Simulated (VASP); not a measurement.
Band structure of Fe (bcc). These are rev-vdW-DF2, VASP's PBE PAW potentials (set 64) (plane waves; VASP) values and carry that method's errors.

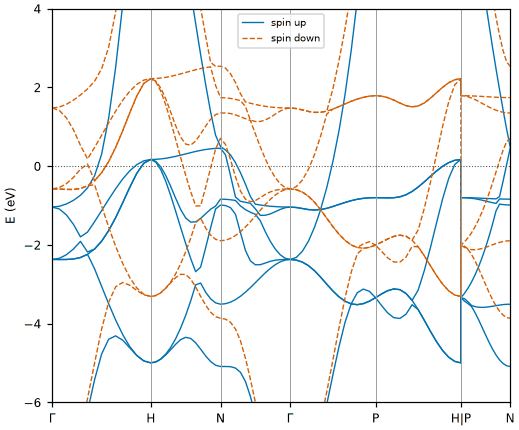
Figure: Bands along high-symmetry lines, zero at the valence-band maximum or, without a gap, the Fermi level

Task: Read the plot: is there a gap, and where are the band edges?

Result: It has no gap at this level: it comes out as a metal or semimetal. (Edges off the drawn lines would not show.)

The compound is Fe in the bcc structure. It was relaxed first, which changed the volume by -7 %.
